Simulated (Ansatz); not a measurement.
**BH$_{5}$O$_{2}$Si···NH$_{3}$: density, localisation and related maps**

The calculation's input:

```
crystal:
  periodic: [false, false, false]
  atoms:
    - { symbol: B, position_ang: [-0.917902, -0.052393, 0.049454] }
    - { symbol: "N", position_ang: [1.433989, 1.505677, 0.497821] }
    - { symbol: O, position_ang: [-1.395781, 0.855481, -0.869981] }
    - { symbol: O, position_ang: [-1.376415, 0.073684, 1.331005] }
    - { symbol: H, position_ang: [1.740795, 0.630656, 0.070708] }
    - { symbol: Si, position_ang: [0.239568, -1.597076, -0.379665] }
    - { symbol: H, position_ang: [0.924453, 1.243802, 1.342069] }
    - { symbol: H, position_ang: [0.734729, 1.899995, -0.130916] }
    - { symbol: H, position_ang: [-1.066164, 0.690978, -1.760727] }
    - { symbol: H, position_ang: [-1.992136, 0.820835, 1.397747] }
    - { symbol: H, position_ang: [1.146247, -1.964187, 0.757249] }
    - { symbol: H, position_ang: [-0.577041, -2.806841, -0.72767] }
    - { symbol: H, position_ang: [1.105758, -1.300511, -1.576995] }
basis:
  gaussian: { orbitals: cc-pVDZ }
hamiltonian:
  xc: pbe0
relax:
  f_tol: 0.03
  max_steps: 50
output:
  orbitals: {}
```

Run with:

```sh
ansatz run input.yaml --threads 2 --pin off --max-ram 3072MiB --backend cpu --events-out ev --progress --plain --runs-dir out
```

The fields are those of the relaxed geometry.

The calculation used RKS PBE0/cc-pVDZ (Ansatz 0.2.0).

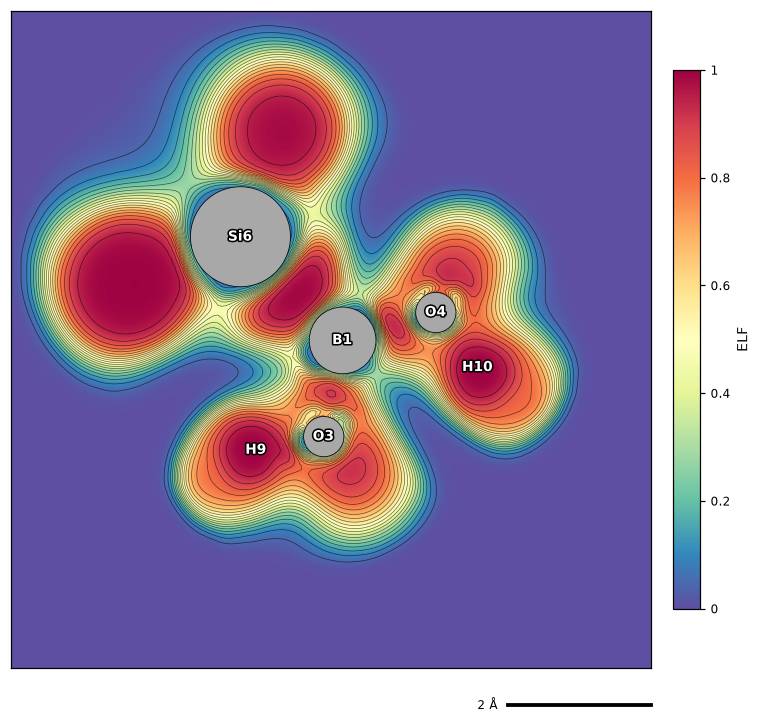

Figure 1. ELF on the plane of atoms B1, O4 and H10. Grey discs cover the atomic cores.

What do the fields say about this system?

The plane passes through B, O, Si and H nuclei.
B–O (1.36 Å): the ELF peaks at about 0.95 between the atoms: a shared but strongly polarised pair.
Si–B (2.04 Å): the ELF peaks at about 1 between the atoms; a covalent bond.
O–H (0.96 Å): the ELF climbs to about 1 towards the hydrogen, as it does in any bond to H: a covalent bond by its length.
The ELF also peaks beside O3 and O4, away from the bonds: lone-pair regions.

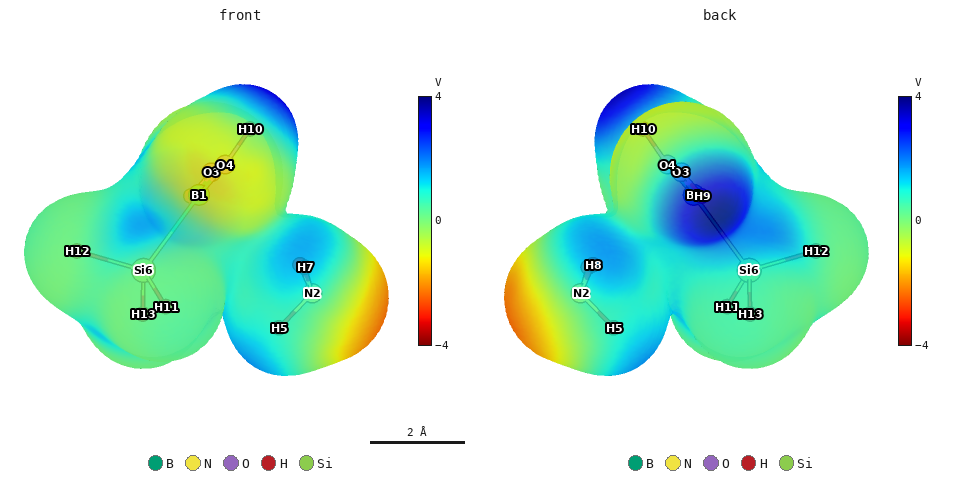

Figure 2. The electrostatic potential painted on the density surface at 0.004 e/bohr³, seen from the front and from behind; red is negative and blue positive.

Which sites attract a positive test charge, and which a negative one?

A positive charge is drawn to the negative regions and a negative charge to the positive ones. The most negative region (about −2.3 V) lies over N2, the most positive (about +3.7 V) over H9. N2 is the likeliest acceptor of a hydrogen bond.

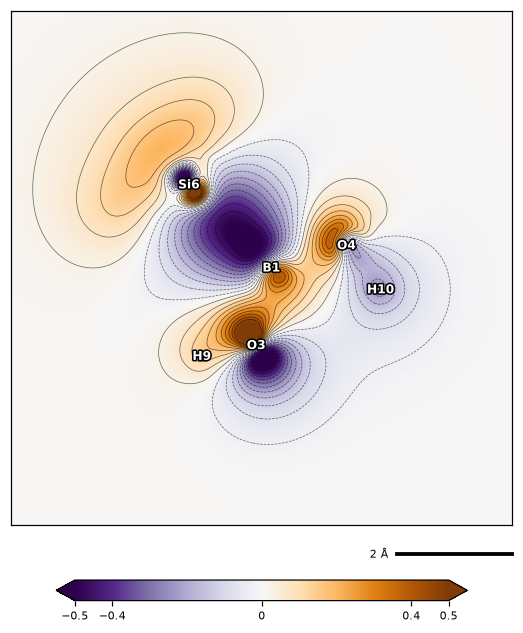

Figure 3. The HOMO−1 on the plane of atoms O4, B1 and Si6 (values in Å⁻³ᐟ²; the overall sign is arbitrary).

Where does this orbital lie, and at what energy?

By Hirshfeld shares it lies mainly on Si6 (about 35 %), B1 (about 25 %) and O3 (about 15 %). Its energy is −8.40 eV.
